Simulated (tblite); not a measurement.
## Geometry relaxation of C5H9OPSi

The run: geometry relaxation of C5H9OPSi, SMILES Cc1coc([SiH2]P)c1. Method and program: GFN2-xTB geometry optimisation, gas phase (tblite 0.8.0).

It belongs to a series of runs on one base structure; here: constitutional isomer.

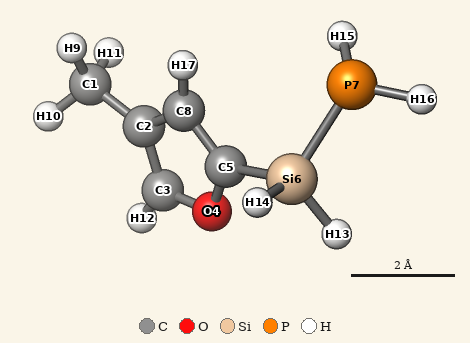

**Figure 1.** The structure as given in the input (ball-and-stick view, seen at a tilt; atoms are numbered from 1 in the order of the input).

### Input
```
{"job": {"kind": "relax", "xc": "GFN2-xTB", "basis": "xTB"}, "charge": 0, "multiplicity": 1}
C     -2.926700     0.280200     0.407100
C     -1.582500    -0.233200     0.178500
C     -1.270400    -1.287500    -0.650900
O      0.013700    -1.449800    -0.597000
C      0.579200    -0.596700     0.247500
Si     2.373100    -0.534700     0.586300
P      3.083600     1.552700     0.604700
C     -0.400500     0.217600     0.770000
H     -2.943100     0.801700     1.379200
H     -3.666000    -0.532800     0.377500
H     -3.238800     1.034300    -0.358900
H     -1.960400    -1.871000    -1.262200
H      3.056000    -1.272600    -0.468000
H      2.594600    -1.245100     1.836300
H      2.132100     2.472900     0.008400
H      4.418600     1.659500     0.107500
H     -0.269600     1.016600     1.473800
```

The first line tells a small driver script what to run in tblite; the rest is the geometry in Å.

Machine: 1 CPU thread, shared host.

Run as:
```bash
OMP_NUM_THREADS=1 python <driver script> task.json out
```

### What the program printed
```
step      E/eV     max force
  0    -640.95510    3.210
  1    -641.23346    1.649
  2    -641.41736    1.519
  3    -641.69014    1.760
  4    -641.82516    1.308
  5    -641.89265    0.387
  6    -641.91533    0.308
  7    -641.92610    0.312
  8    -641.93938    0.218
  9    -641.94643    0.247
 10    -641.95317    0.212
 11    -641.96083    0.217
 12    -641.96864    0.193
 13    -641.97402    0.165
 14    -641.97722    0.139
 15    -641.97925    0.127
 16    -641.98087    0.128
 17    -641.98218    0.093
 18    -641.98333    0.097
 19    -641.98460    0.139
 20    -641.98613    0.133
 21    -641.98769    0.126
 22    -641.98892    0.090
 23    -641.98971    0.064
 24    -641.99030    0.073
 25    -641.99089    0.090
 26    -641.99148    0.081
 27    -641.99204    0.054
 28    -641.99253    0.055
 29    -641.99294    0.046
 30    -641.99332    0.052
 31    -641.99372    0.064
 32    -641.99424    0.090
 33    -641.99487    0.087
 34    -641.99551    0.050
 35    -641.99612    0.055
 36    -641.99678    0.080
 37    -641.99774    0.133
 38    -641.99921    0.164
 39    -642.00099    0.138
 40    -642.00242    0.099
 41    -642.00332    0.073
 42    -642.00391    0.074
 43    -642.00447    0.089
 44    -642.00521    0.077
 45    -642.00611    0.086
 46    -642.00708    0.089
 47    -642.00806    0.093
 48    -642.00900    0.115
 49    -642.01035    0.107
 50    -642.01270    0.091
 51    -642.01423    0.085
 52    -642.01575    0.085
 53    -642.01674    0.090
 54    -642.01757    0.084
 55    -642.01821    0.111
 56    -642.01899    0.086
 57    -642.01990    0.046
 58    -642.02029    0.045
 59    -642.02077    0.041
 60    -642.02116    0.049
 61    -642.02158    0.054
 62    -642.02204    0.054
 63    -642.02256    0.065
 64    -642.02305    0.056
 65    -642.02347    0.050
 66    -642.02381    0.052
 67    -642.02422    0.068
 68    -642.02478    0.073
 69    -642.02571    0.067
 70    -642.02661    0.092
 71    -642.02793    0.087
 72    -642.02917    0.067
 73    -642.03028    0.072
 74    -642.03131    0.107
 75    -642.03234    0.121
 76    -642.03304    0.075
 77    -642.03355    0.046
 78    -642.03383    0.043
 79    -642.03406    0.048
 80    -642.03433    0.037
 81    -642.03458    0.044
 82    -642.03481    0.045
 83    -642.03504    0.036
 84    -642.03528    0.041
 85    -642.03549    0.031
 86    -642.03563    0.023
 87    -642.03574    0.025
 88    -642.03587    0.035
 89    -642.03603    0.033
 90    -642.03621    0.024
 91    -642.03636    0.027
 92    -642.03649    0.030
 93    -642.03662    0.030
 94    -642.03676    0.029
 95    -642.03689    0.025
 96    -642.03699    0.034
 97    -642.03710    0.027
 98    -642.03726    0.025
 99    -642.03745    0.024
100    -642.03762    0.024
101    -642.03774    0.024
102    -642.03783    0.026
103    -642.03795    0.027
104    -642.03813    0.031
105    -642.03838    0.039
106    -642.03863    0.049
107    -642.03881    0.044
108    -642.03894    0.033
109    -642.03904    0.020
110    -642.03912    0.024
111    -642.03922    0.030
112    -642.03931    0.029
113    -642.03944    0.025
114    -642.03957    0.022
115    -642.03968    0.019
116    -642.03974    0.015
117    -642.03978    0.014
118    -642.03982    0.014
119    -642.03986    0.017
120    -642.03990    0.018
121    -642.03993    0.015
122    -642.03996    0.010
```

### Trajectory as extended XYZ (Å, eV, eV/Å), 6 of the 123 frames kept, from step=0 to step=122
```
17
Properties=species:S:1:pos:R:3:forces:R:3 step=0 energy=-640.95510
C    -2.9267    0.2802    0.4071   -1.3870   1.0610   0.1720
C    -1.5825   -0.2332    0.1785   -0.6910  -0.1710  -0.2330
C    -1.2704   -1.2875   -0.6509   -1.7050   1.1270   0.5030
O     0.0137   -1.4498   -0.5970    2.2490  -1.9860  -1.1400
C     0.5792   -0.5967    0.2475   -0.7420   0.9600   0.3820
Si    2.3731   -0.5347    0.5863    0.9140  -0.3200  -0.7840
P     3.0836    1.5527    0.6047   -0.0470   1.0300   1.4610
C    -0.4005    0.2176    0.7700    0.2000  -0.2340  -0.2050
H    -2.9431    0.8017    1.3792   -0.2750  -0.3070  -0.3430
H    -3.6660   -0.5328    0.3775    0.1840   0.3450   0.1560
H    -3.2388    1.0343   -0.3589    0.3010  -0.5470   0.4480
H    -1.9604   -1.8710   -1.2622    0.7730   0.1360   0.2330
H     3.0560   -1.2726   -0.4680    0.1060  -0.2080  -0.1620
H     2.5946   -1.2451    1.8363    0.2040   0.1590   0.3530
H     2.1321    2.4729    0.0084    1.2470  -0.9960  -0.2920
H     4.4186    1.6595    0.1075   -1.3000   0.0210  -0.4950
H    -0.2696    1.0166    1.4738   -0.0320  -0.0680  -0.0560
17
Properties=species:S:1:pos:R:3:forces:R:3 step=24 energy=-641.99030
C    -2.9940    0.3079    0.4247   -0.0210   0.0050  -0.0050
C    -1.6251   -0.2220    0.1764   -0.0420   0.0000   0.0090
C    -1.2514   -1.2534   -0.6368   -0.0190  -0.0280   0.0170
O     0.0774   -1.4401   -0.6020   -0.0390  -0.0100   0.0010
C     0.5957   -0.5152    0.2414   -0.0100  -0.0160   0.0030
Si    2.4355   -0.5233    0.5698    0.0570   0.0290  -0.0260
P     3.0603    1.6127    0.8864   -0.0130   0.0080  -0.0040
C    -0.4191    0.2552    0.7408   -0.0240   0.0160   0.0110
H    -3.0347    0.7931    1.3971   -0.0070   0.0040  -0.0110
H    -3.7305   -0.4920    0.3976    0.0120  -0.0060  -0.0200
H    -3.2601    1.0420   -0.3359   -0.0070   0.0090   0.0070
H    -1.8343   -1.9039   -1.2594    0.0440  -0.0170  -0.0170
H     3.1085   -1.1782   -0.5560   -0.0190  -0.0060  -0.0040
H     2.7464   -1.2236    1.8218    0.0090  -0.0270  -0.0060
H     2.2724    2.1413   -0.1209    0.0090  -0.0060  -0.0130
H     4.1676    1.5443    0.0624    0.0140   0.0120   0.0280
H    -0.3215    1.0673    1.4320    0.0570   0.0340   0.0300
17
Properties=species:S:1:pos:R:3:forces:R:3 step=49 energy=-642.01035
C    -3.0119    0.3249    0.3988    0.0330  -0.0410  -0.0220
C    -1.6371   -0.2202    0.2193   -0.0140  -0.0280  -0.0050
C    -1.2751   -1.2996   -0.5358   -0.0010  -0.0090  -0.0010
O     0.0508   -1.4961   -0.4971   -0.0110   0.0090   0.0160
C     0.5802   -0.5328    0.2947    0.0000   0.0200   0.0050
Si    2.4384   -0.5046    0.4934    0.0230  -0.0790  -0.0030
P     2.9348    1.6423    0.8928    0.0090   0.0270  -0.0060
C    -0.4245    0.2756    0.7573   -0.0290  -0.0260   0.0190
H    -3.1326    0.7529    1.3937    0.0120  -0.0180  -0.1050
H    -3.7391   -0.4722    0.2556   -0.0380   0.0710   0.0290
H    -3.2011    1.1006   -0.3461   -0.0240  -0.0020   0.1030
H    -1.8580   -1.9787   -1.1274    0.0010  -0.0010   0.0060
H     3.0153   -1.0955   -0.7205    0.0180   0.0490  -0.0050
H     2.9035   -1.2783    1.6511   -0.0250   0.0050   0.0200
H     2.4347    2.0986   -0.3138    0.0140   0.0400  -0.0110
H     4.2267    1.5818    0.4051   -0.0010  -0.0130   0.0140
H    -0.3121    1.1133    1.4186    0.0330  -0.0040  -0.0540
17
Properties=species:S:1:pos:R:3:forces:R:3 step=73 energy=-642.03028
C    -3.0146    0.3246    0.4176   -0.0170   0.0120  -0.0120
C    -1.6627   -0.2615    0.2131    0.0040   0.0280  -0.0380
C    -1.3233   -1.4112   -0.4395   -0.0080   0.0230  -0.0290
O     0.0077   -1.5922   -0.4469   -0.0070  -0.0100   0.0690
C     0.5610   -0.5480    0.2170    0.0100   0.0450  -0.0400
Si    2.4185   -0.4597    0.4062    0.0100  -0.0710  -0.0060
P     2.8518    1.6850    0.9066   -0.0230  -0.0460  -0.0120
C    -0.4319    0.2957    0.6356    0.0060   0.0230   0.0070
H    -3.1319    0.6416    1.4522   -0.0400  -0.0290  -0.0030
H    -3.7908   -0.3922    0.1646    0.0020  -0.0380   0.0400
H    -3.1433    1.2011   -0.2166    0.0170   0.0320  -0.0050
H    -1.9279   -2.1452   -0.9342    0.0090  -0.0440  -0.0020
H     3.0469   -0.9346   -0.8335    0.0070   0.0110   0.0080
H     2.8798   -1.2957    1.5228    0.0100   0.0250  -0.0020
H     2.7225    2.1229   -0.4002    0.0160   0.0450   0.0140
H     4.2257    1.5708    0.7985   -0.0180  -0.0200  -0.0140
H    -0.2945    1.2107    1.1765    0.0210   0.0140   0.0250
17
Properties=species:S:1:pos:R:3:forces:R:3 step=98 energy=-642.03726
C    -3.0282    0.3173    0.4184    0.0040   0.0100  -0.0020
C    -1.6686   -0.2466    0.1984    0.0060  -0.0040   0.0000
C    -1.3391   -1.4417   -0.3734   -0.0030   0.0070   0.0190
O    -0.0088   -1.6220   -0.3939    0.0080   0.0160   0.0100
C     0.5558   -0.5264    0.1696    0.0030   0.0110   0.0080
Si    2.4140   -0.4530    0.3521   -0.0060   0.0050   0.0010
P     2.8376    1.6728    0.9287    0.0040  -0.0090   0.0060
C    -0.4300    0.3465    0.5468    0.0020  -0.0070   0.0100
H    -3.1750    0.5469    1.4731   -0.0030  -0.0080  -0.0100
H    -3.7896   -0.3905    0.1006    0.0070   0.0090   0.0030
H    -3.1488    1.2417   -0.1446   -0.0110   0.0090  -0.0060
H    -1.9506   -2.2185   -0.7883    0.0000  -0.0240  -0.0070
H     3.0553   -0.8900   -0.8933    0.0050   0.0010  -0.0200
H     2.8901   -1.3054    1.4493   -0.0160  -0.0030  -0.0010
H     2.8462    2.1667   -0.3640   -0.0010   0.0000   0.0070
H     4.2100    1.5158    0.9420    0.0090   0.0060  -0.0100
H    -0.2772    1.2985    1.0180   -0.0100  -0.0190  -0.0090
17
Properties=species:S:1:pos:R:3:forces:R:3 step=122 energy=-642.03996
C    -3.0407    0.3145    0.3937   -0.0010   0.0040   0.0000
C    -1.6756   -0.2479    0.2062    0.0050   0.0060  -0.0060
C    -1.3336   -1.4610   -0.3185   -0.0020   0.0000   0.0040
O    -0.0016   -1.6264   -0.3317    0.0020  -0.0010   0.0040
C     0.5520   -0.5050    0.1909   -0.0070  -0.0040  -0.0030
Si    2.4138   -0.4410    0.3354   -0.0080   0.0050   0.0030
P     2.9013    1.6511    0.9788    0.0000  -0.0040   0.0020
C    -0.4432    0.3702    0.5356    0.0000  -0.0080  -0.0050
H    -3.2266    0.5152    1.4481    0.0040   0.0000  -0.0030
H    -3.7911   -0.3830    0.0310   -0.0010   0.0000   0.0010
H    -3.1405    1.2537   -0.1488   -0.0020   0.0000   0.0020
H    -1.9333   -2.2627   -0.7041    0.0000   0.0060   0.0040
H     3.0182   -0.8384   -0.9427    0.0050   0.0020  -0.0080
H     2.8927   -1.3474    1.3865    0.0040   0.0020   0.0030
H     2.8369    2.2057   -0.2874   -0.0070  -0.0050   0.0040
H     4.2691    1.4745    0.8946    0.0010   0.0050   0.0000
H    -0.3046    1.3400    0.9722    0.0050  -0.0070  -0.0040
```

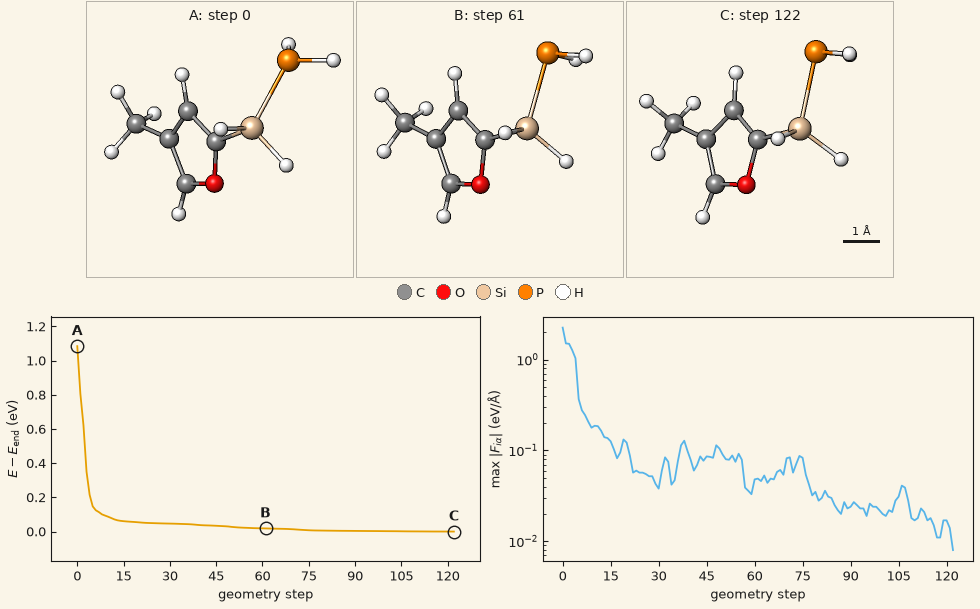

**Figure 2.** Frames of the relaxation (ball-and-stick view, seen at a tilt) above the curves, on which the letters mark them (steps are counted from 0).

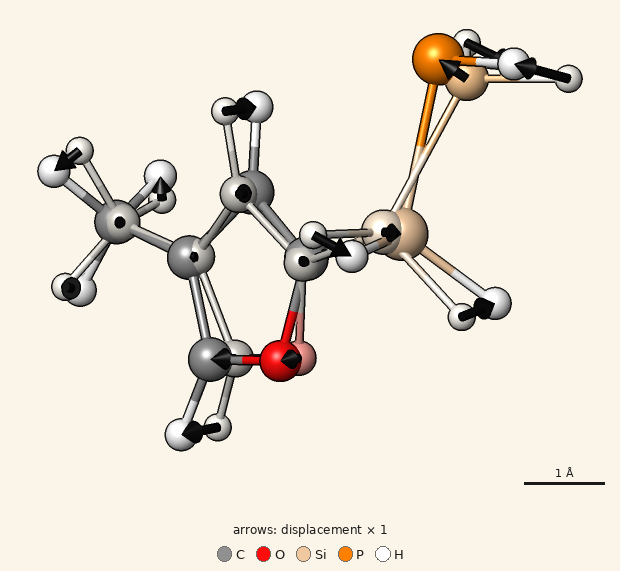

**Figure 3.** Start (faint) and end (solid) with the displacements as black arrows, at true length (ball-and-stick view, seen at a tilt). The two geometries are laid on each other by the best rigid fit. The atom that moves furthest after the best rigid fit is H16 (0.82 Å). Largest moves by element: H 0.82 Å, P 0.43 Å, C 0.38 Å, O 0.31 Å, Si 0.27 Å. Among the contacts that change: P7–H15 1.452 → 1.384 Å, P7–H16 1.429 → 1.382 Å, C3–O4 1.295 → 1.342 Å, C5–Si6 1.827 → 1.868 Å. Among the angles that change: H15–P7–H16 115.0° → 92.4°, Si6–P7–H16 111.7° → 94.5°, Si6–P7–H15 112.7° → 95.8°. Over 122 geometry steps the energy falls by 1.085 eV. The largest force component goes from 2.2 to 0.008 eV/Å. (Atoms are counted from 1 in the order of the input.)

### Key numbers

| quantity | value |
| --- | --- |
| outcome | converged |
| total energy | −642.0400 eV |
| wall time | 1.1 s |
| peak memory | 0.18 GiB |
